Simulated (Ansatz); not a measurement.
**Ge, pressure series**

Start from Ge in the diamond structure (space group Fd-3m, No. 227).

Ge is taken in the cubic space group Fd-3m, origin choice 1 (No. 227), the diamond structure, Pearson symbol cF8. Cell: a = 5.7617 Å, b = 5.7617 Å, c = 5.7617 Å, α = 90.00°, β = 90.00°, γ = 90.00°. Ge on 8a is coordinated by 4 Ge at 2.495 Å (tetrahedral). (Neighbours: up to the widest gap in distance over summed covalent radii, below 1.35, at either atom.)
(The calculation used a cell of 2 atoms; values per cell refer to that cell.)

Cell and atoms are relaxed at each pressure.

Levels (all Ansatz, a quantum-chemistry and plane-wave program, PAW): PBE (420 eV, no spin-orbit coupling); PBEsol (420 eV, without spin-orbit coupling).

The base cell above is that of PBE; each level relaxes its own structures.

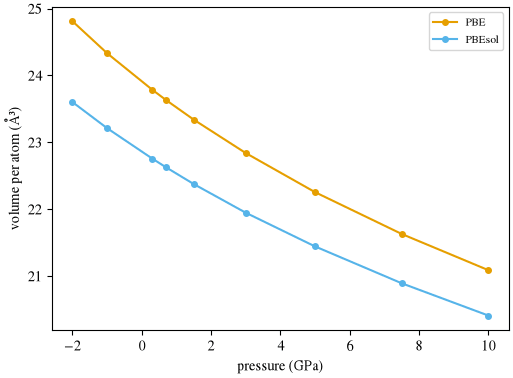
*Volume per atom under two levels*

### Question
How do the two levels compare along the series?

### Answer
PBE lies above PBEsol in every row, by 0.68 Å³ to 1.21 Å³. They put the cases in the same order.

Load acts through the strain it causes; cell and atoms are relaxed under it. Stability against distortions was not tested. Tetrahedral semiconductors of this kind turn to denser phases somewhere between about 1 and 50 GPa; those were not computed, so compressed cells here can lie past the real transition.
